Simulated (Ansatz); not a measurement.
```
Zn Se S
1.0
     3.91650    0.00000    0.00000
    -1.95825    3.39179    0.00000
     0.00000    0.00000    9.60285
Zn Se S
3 1 2
Direct
  0.00000 0.00000 0.00966
  0.66667 0.33333 0.33339
  0.33333 0.66667 0.65644
  0.00000 0.00000 0.75149
  0.66667 0.33333 0.08745
  0.33333 0.66667 0.41158
```

Space group P3m1; a structure generated by program, which may or may not match a known phase.

The calculation used DFT PBE, scalar-relativistic, plane waves, PAW in Ansatz.

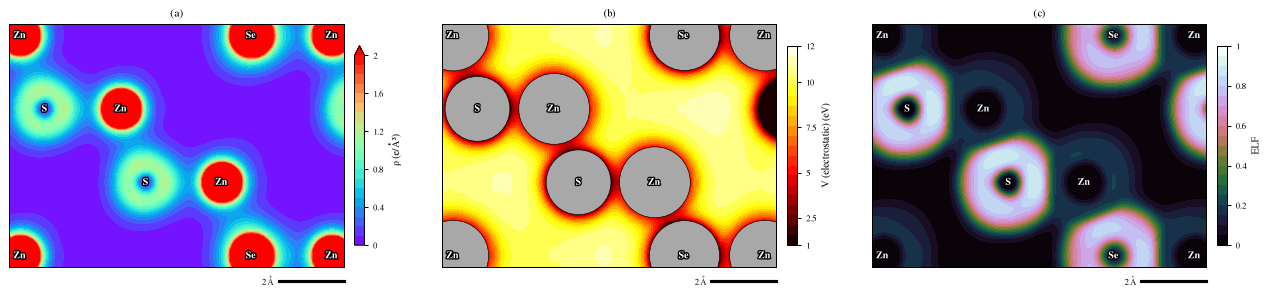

Zn3SeS2. (a) valence electron density; (b) electrostatic potential energy of an electron; (c) electron localisation function on the (110) plane of the conventional cell. Grey discs cover the atomic cores in the potential map.

The density is the valence pseudo-density of a PAW calculation; it isn't the true density close to the nuclei.

> Interpret the plot.

The section cuts through Zn, Se and S sites.
Zn–S (2.35 Å): the density is about 0.51 e/Å³ at the midpoint; the ELF peaks at about 0.90 in the valence shell of S, 0.9 Å from its nucleus, and is about 0.55 at the midpoint.
Zn–Se (2.44 Å): the density is about 0.48 e/Å³ at the midpoint; the ELF is about 0.60 at the midpoint.
Zn–Se (2.48 Å): ρ at the midpoint is about 0.46 e/Å³, with its minimum of 0.38 e/Å³ about 1.1 Å from Zn; the ELF is about 0.60 at the midpoint.
The density dies away to nearly zero in the voids.
Outside the cores the potential energy rises away from the atoms and is highest about 2.3 Å from the nearest atoms; its zero is arbitrary.
